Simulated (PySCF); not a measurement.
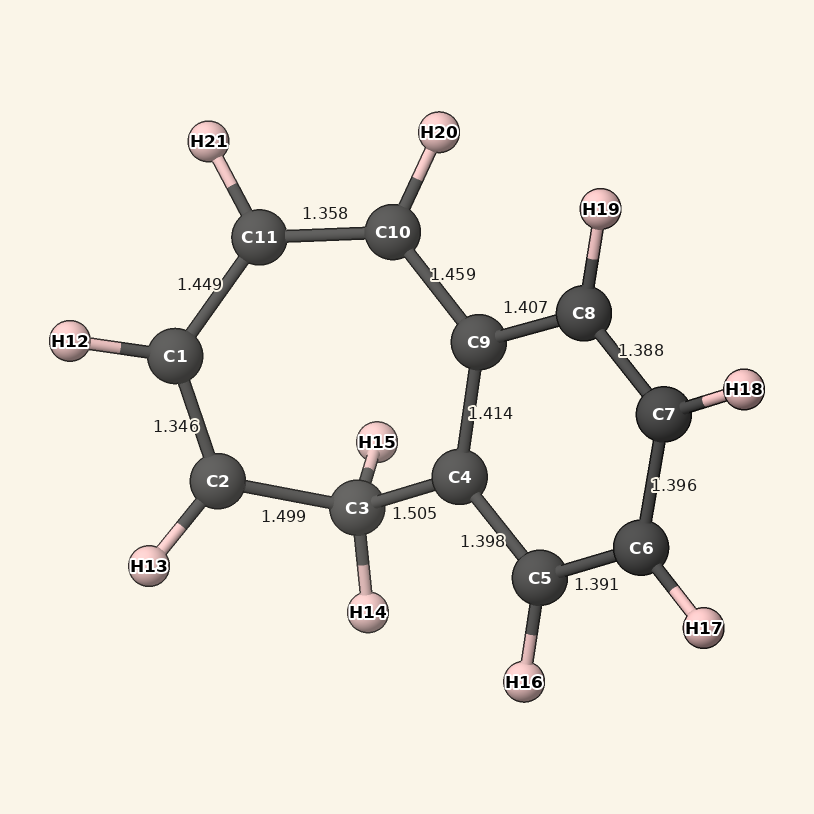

The numbers beside the sticks are distances in Å. Sticks don't show bond order. The geometry was computed by an optimisation with PBE0-D3(BJ)/def2-SVP. No frequency run is at hand to confirm it as a minimum.

Q: Which of the marked bonds are single, double, triple or aromatic?

A: C1–C2 double; C1–C11 single; C2–C3 single; C3–C4 single; C4–C5 aromatic; C4–C9 aromatic; C5–C6 aromatic; C6–C7 aromatic; C7–C8 aromatic; C8–C9 aromatic; C9–C10 single; C10–C11 double.

Q: Write the SMILES.

A: C1=CCc2ccccc2C=C1
